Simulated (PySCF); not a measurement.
C$_{5}$H$_{4}$N$_{2}$, SMILES `N#C[CH]1C[CH]1C#N`.

Computed with PySCF, B3LYP/def2-TZVP, geometry: GFN2-xTB. No frequency check shows the geometry to be a minimum.

Input script:

```python
import numpy as np
from pyscf import gto, scf, dft
from pyscf.scf import atom_ks, atom_hf
from scipy.linalg import block_diag

def solve(mol, dm0=None, hcore=None):
    mf = (dft.UKS if mol.spin else dft.RKS)(mol, xc='b3lyp')
    mf.grids.level = 3
    mf = mf.density_fit(auxbasis='def2-universal-jkfit')
    mf.conv_tol, mf.max_cycle = 1e-8, 80
    if hcore is not None:
        mf.get_hcore = lambda *args: hcore
    mf.kernel(dm0)
    if not mf.converged:
        mf = mf.newton().run(mf.mo_coeff, mf.mo_occ, max_cycle=30)
    assert mf.converged, 'SCF not converged'
    return mf

mol = gto.M(atom='''
N     -2.88889     0.65501     0.16974
C     -1.84344     0.32278    -0.15479
C     -0.54023    -0.09619    -0.53725
C     -0.00014    -1.39136     0.00007
C      0.54027    -0.09639     0.53713
C      1.84348     0.32269     0.15481
N      2.88893     0.65502    -0.16960
H     -0.25336     0.20667    -1.53814
H      0.63176    -1.97599    -0.65265
H     -0.63176    -1.97620     0.65188
H      0.25340     0.20614     1.53812
''', basis='def2-tzvp', charge=0, spin=0, verbose=4)
mf = solve(mol)
mf.analyze()
# spherically averaged free atoms, for the promolecule
atm = atom_ks.get_atm_nrks(mol, xc='b3lyp')
pro = block_diag(*[(atm[a[0]][2] * atm[a[0]][3]) @ atm[a[0]][2].T for a in mol._atom])
np.savez('result.npz', e=mf.e_tot, c=mf.mo_coeff, occ=mf.mo_occ, eps=mf.mo_energy, pro=pro, dip=mf.dip_moment(verbose=0), s2=mf.spin_square()[0])
```

Launched as:

```sh
OMP_NUM_THREADS=1 python input.py
```

The run took 39 s on 1 thread of Arm Neoverse V2 (shared host), peak memory 0.91 GiB.

Partitions, critical points and surface values were worked out afterwards from this run's density.

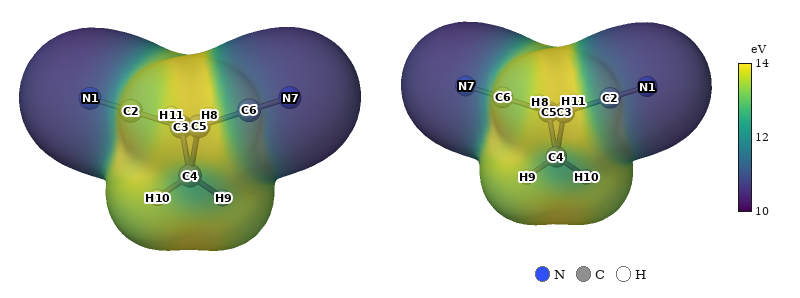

Average local ionisation energy on the surface of electron density 0.001 a.u. (back view left, front view right).

### Locate the minima of the map.

The lowest value is 10.5 eV, 1.9 Å from N1, and at like points elsewhere. Further minima include 12.6 eV, off the C3–C4 bond (2.0 to 2.1 Å from its atoms). For comparison, the highest occupied orbital lies at −8.9 eV.
